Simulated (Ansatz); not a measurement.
## Profile along the Te–Pb line in PbTe (rock salt)

PbTe (rock salt), conventional cell a = b = c = 6.4429 Å, α = β = γ = 90.00°. The calculation uses the primitive cell of 2 atoms, to which meshes and values per cell refer.

Fields along a shortest Te–Pb line of a {100} plane (3.22 Å), from Te to Pb, interpolated on the slice's grid (step about 0.2 Å). These are PBEsol (plane waves to 420 eV, PAW, scalar-relativistic; Ansatz, a first-principles code) values and carry that method's errors. k mesh 9×9×9. Inside the PAW spheres the values are not all-electron values, and peaks at nuclei hang on which shells count as valence. PbTe was relaxed with its symmetry unable to fall. Spin-orbit coupling is left out, though Pb and Te are heavy.

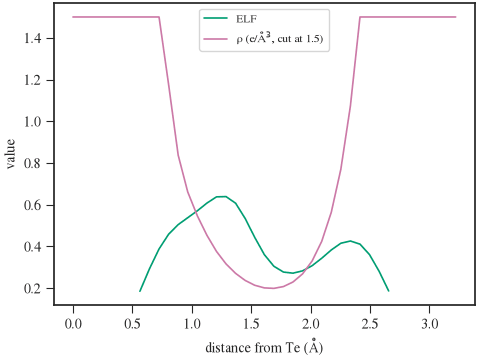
Fig. 1. ELF (away from the nuclei) and valence density from Te to Pb.

Density on the Te–Pb line (3.22 Å) at its density minimum, 1.7 Å from Te: 0.20 e/Å³. ELF at that point: 0.3. ELF maximum in the middle third of the Te–Pb line: 0.64, 1.3 Å from Te.
